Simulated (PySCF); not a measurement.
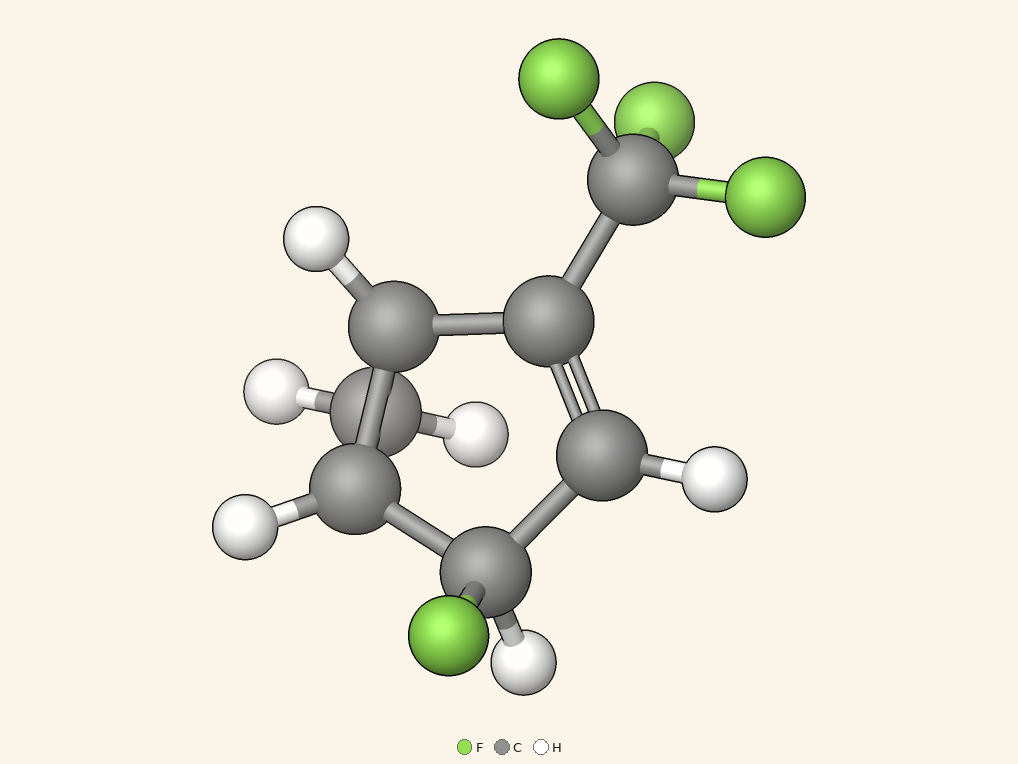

> Give the formula.

C7H6F4, 17 atoms: 7 carbon, 6 hydrogen and 4 fluorine.

> Give a SMILES string for it.

F[C@@H]1C=C(C(F)(F)F)[C@H]2C[C@@H]12

> How many bonds of each kind are drawn?

8 C–C, 6 C–H, 4 C–F.

> Does it have rings?

Independent rings (smallest set): 1 of 3 members, 1 of 5 members.

> Name some functional groups or characteristic bonds that it holds.

Among them: alkene, C–F bond.

More results for the same structure follow; atom numbers are the same in all pictures, views and colours differ. Computed geometry: PBE0-D3(BJ)/def2-SVP optimisation. No frequency run is at hand to confirm it as a minimum.

## Shape

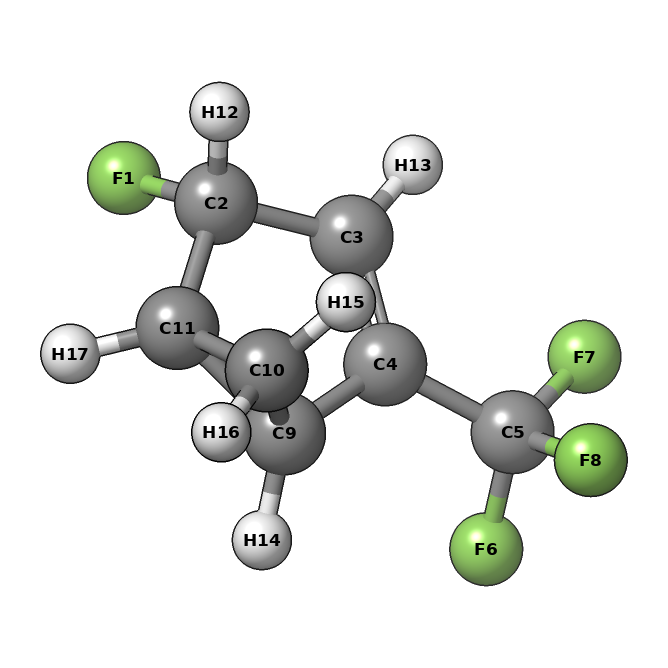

No frequency run is at hand to confirm it as a minimum.

What are the angles C2–C3–C4, C2–C11–C10, C3–C2–H12, C4–C3–H13, C4–C5–F6, C4–C5–F7, C4–C9–C10, C5–C4–C9, C10–C9–C11, C10–C9–H14, C10–C11–H17, C11–C9–H14?

```json
{"angle": "C2–C3–C4", "degrees": "110.8"}
{"angle": "C2–C11–C10", "degrees": "117.9"}
{"angle": "C3–C2–H12", "degrees": "112.3"}
{"angle": "C4–C3–H13", "degrees": "125.7"}
{"angle": "C4–C5–F6", "degrees": "110.8"}
{"angle": "C4–C5–F7", "degrees": "112.3"}
{"angle": "C4–C9–C10", "degrees": "114.0"}
{"angle": "C5–C4–C9", "degrees": "121.8"}
{"angle": "C10–C9–C11", "degrees": "59.3"}
{"angle": "C10–C9–H14", "degrees": "120.3"}
{"angle": "C10–C11–H17", "degrees": "119.6"}
{"angle": "C11–C9–H14", "degrees": "123.5"}
```

## Bond orders

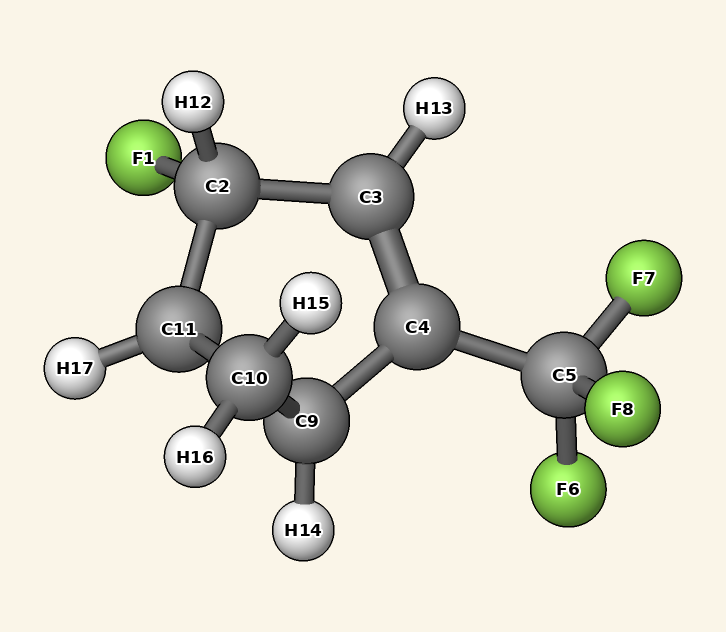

The thickness of each stick grows with its Mayer bond order. No frequency run is at hand to confirm it as a minimum. Computed with PBE0/pcSseg-1 (PySCF 2.14.0).

> Which bond between heavy atoms has the highest Mayer bond order?

C3–C4, 1.76, at a length of 1.339 Å.

List the Mayer bond orders of F1–C2, C2–C3, C2–C11, C3–C4, C4–C5, C4–C9, C5–F6, C5–F7, C5–F8, C9–C10, C9–C11, C10–C11 (bonds between heavy atoms, one of each equivalent set).

| bond | Mayer order | length (Å) |
| --- | --- | --- |
| F1–C2 | 0.88 | 1.379 |
| C2–C3 | 1.01 | 1.503 |
| C2–C11 | 1.00 | 1.517 |
| C3–C4 | 1.76 | 1.339 |
| C4–C5 | 0.98 | 1.494 |
| C4–C9 | 0.99 | 1.485 |
| C5–F6 | 0.99 | 1.338 |
| C5–F7 | 1.00 | 1.333 |
| C5–F8 | 1.00 | 1.338 |
| C9–C10 | 0.92 | 1.510 |
| C9–C11 | 0.92 | 1.509 |
| C10–C11 | 0.93 | 1.494 |

## Spin–spin coupling

No frequency run is at hand to confirm it as a minimum. Properties computed with B3LYP/pcJ-1 indirect spin-spin coupling, non-relativistic, gas phase (PySCF 2.14.0). Isotopes: 13C, 19F, 1H.

Give the spin–spin coupling constants of these pairs, with the number of bonds between them: C5/F7, C5/F8, F1/C3, C4/F7, C4/F6, F1/H17, F1/C4, C3/F7, C3/F8.

| pair | bonds apart | J (Hz) |
| --- | --- | --- |
| C5, F7 | 1 | −338.2 |
| C5, F8 | 1 | −334.4 |
| F1, C3 | 2 | 16.0 |
| C4, F7 | 2 | 34.0 |
| C4, F6 | 2 | 41.4 |
| F1, H17 | 3 | 20.7 |
| F1, C4 | 3 | 11.6 |
| C3, F7 | 3 | 0.8 |
| C3, F8 | 3 | 5.4 |

Density functionals are unreliable for couplings to fluorine, so those rows may be far off.

## Excitation

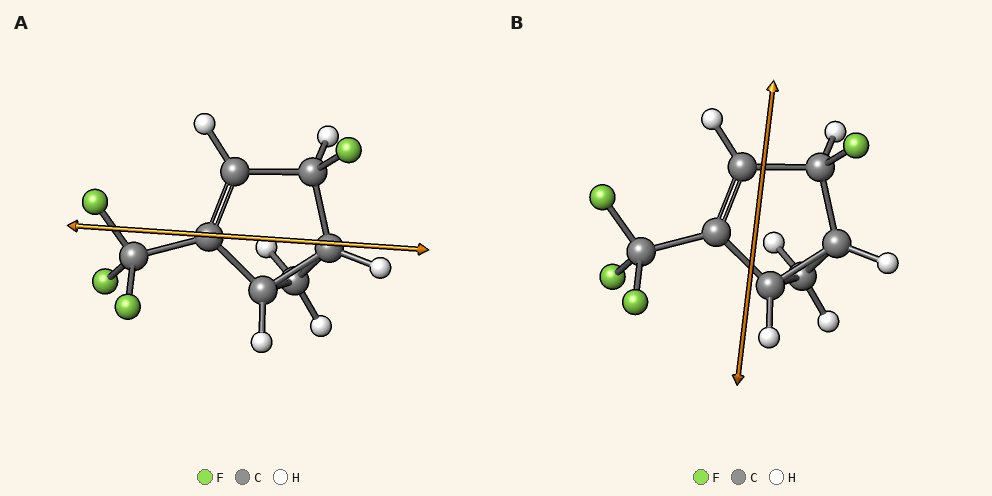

The double arrows show the directions of two transition dipoles from the ground state (lengths mean nothing). No frequency run is at hand to confirm it as a minimum. Properties computed with TDDFT ωB97X-D/def2-SVPD, vertical, gas phase, core orbitals frozen in the response (PySCF 2.14.0).

> One belongs to singlet state 1 and one to singlet state 6. Which is which?

A: state 6, 8.39 eV (148 nm), oscillator strength 0.029, mainly HOMO → LUMO+2 (weight 0.52).
B: state 1, 6.22 eV (199 nm), oscillator strength 0.10, mainly HOMO → LUMO (weight 0.88).
